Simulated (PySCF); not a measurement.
**C$_{5}$H$_{11}$N: density, localisation and related maps**

```xyz
17

N     2.7895   -0.0049    0.0282
C     1.4726   -0.5460    0.3259
C     0.4072    0.2072   -0.4714
C    -0.9692   -0.3625   -0.2298
C    -1.7647    0.0888    0.9580
C    -2.1848    0.4918   -0.4235
H     3.5040   -0.5069    0.5440
H     2.8355    0.9702    0.3068
H     1.2135   -0.5032    1.3981
H     1.4736   -1.5980    0.0256
H     0.4235    1.2611   -0.1847
H     0.6614    0.1465   -1.5315
H    -1.0578   -1.4064   -0.5067
H    -2.3629   -0.6356    1.4896
H    -1.3369    0.8475    1.5961
H    -3.0715    0.0423   -0.8439
H    -2.0401    1.5203   -0.7175
```

Geometry: GFN2-xTB.

Computed with PySCF, PBE0/pcSseg-1, SCF density, gas phase, non-relativistic.

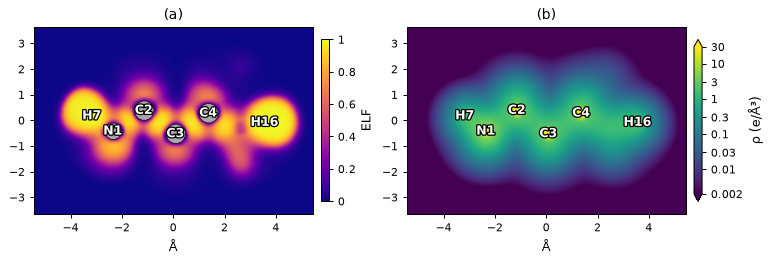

Figure 1. (a) ELF; (b) total electron density on the plane of atoms N1, C2 and C3. Grey discs cover the atomic cores in the ELF map.

Read the bonding off the picture.

Answer.
- Atoms in the plane: N, C and H.
- C–N (1.45 Å): ρ at the midpoint is about 1.9 e/Å³; the ELF peaks at about 0.95 between the atoms; a shared electron pair.
- C–C (1.51 Å): ρ is about 1.7 e/Å³ halfway; the ELF peaks at about 0.95 between the atoms: a covalent bond.
- N–H (1.01 Å): ρ at the midpoint is about 2.8 e/Å³; the ELF climbs to about 1 towards the hydrogen, as it does in any bond to H (a covalent bond by its length).

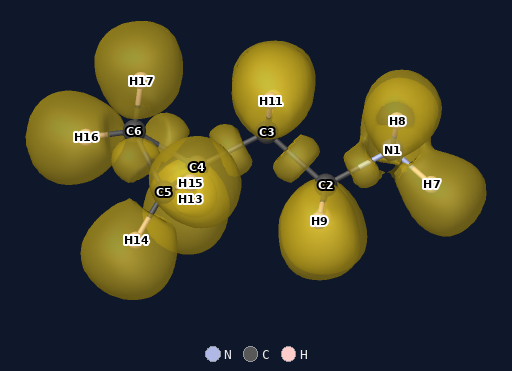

Figure 2. Isosurface of the ELF at 0.75 (yellow), seen at a tilt. Core shells and regions of very low density are left out.

Where are the electrons localised?

Answer. At this value the surface marks out five regions between bonded C–C atoms (shared pairs), nine regions around hydrogen nuclei and one joined region spread over several atoms (H, N), in which their bonds and any lone pairs are merged. Along the contacts the grid gives the following. C–C (1.50 Å): the ELF peaks at about 0.90 between the atoms; localised, covalent bonding.

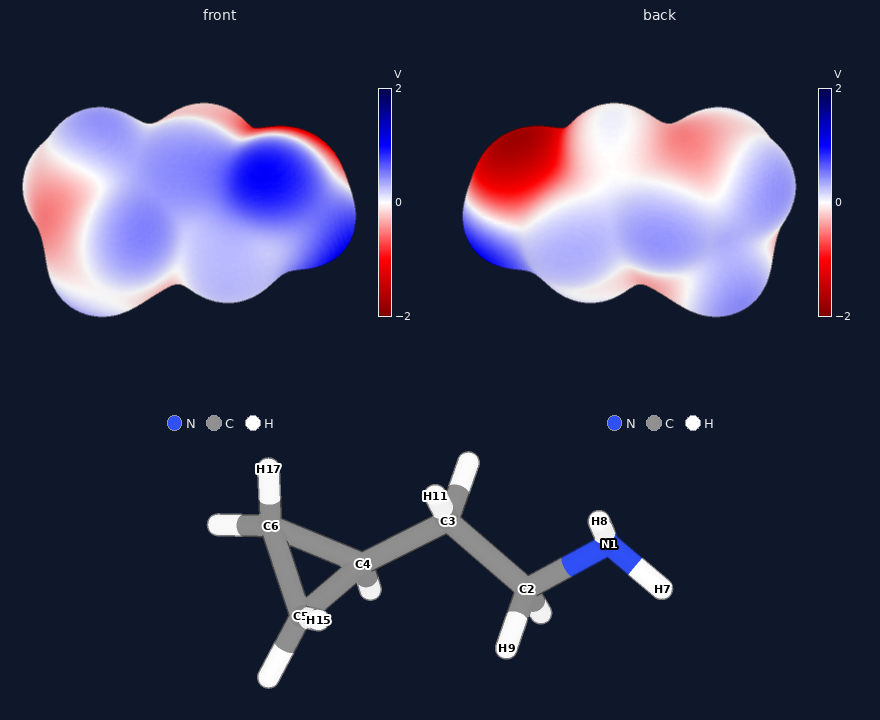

Figure 3. The electrostatic potential painted on the density surface at 0.001 e/bohr³, seen from the front and from behind; red is negative and blue positive. The bare structure is drawn below in the same view.

Where is the surface potential most negative and most positive?

Answer. The most negative region (about −1.7 V) lies over N1, the most positive (about +1.0 V) over H7 and H8. N1 is the likeliest acceptor of a hydrogen bond.

What dipole moment does the calculation give?

Answer. Its dipole moment is 1.27 D.
